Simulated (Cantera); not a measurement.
A closed system holds: 1 mol V₂O₅, 540 mol H₂, 7.2 mol H₂O, held at 11.3 Torr.

These are equilibrium values from Cantera (NASA tables, ideal gas, pure condensed phases), not measurements of a reactor. Candidate condensed phases: H₂O, V, VO, V₂O₃, V₂O₄, V₂O₅; 12 gas species. VO: taken at fixed stoichiometry. Condensed phases not in the tables: the oxides between V₂O₃ and V₂O₅ other than VO₂. Kinetics and transport are ignored.

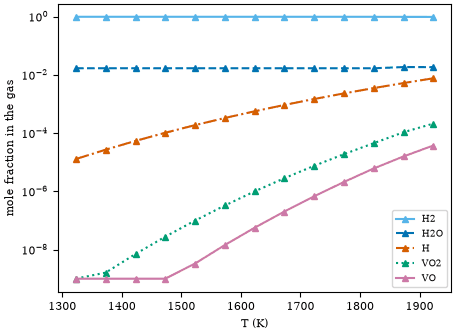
Figure. Equilibrium gas composition (values under 1e-9 drawn at 1e-9)

Read off the mole fractions at 1473 K.

H₂ about 0.98, H₂O about 0.017, H about 0.00010, VO₂ about 2.8e-8.
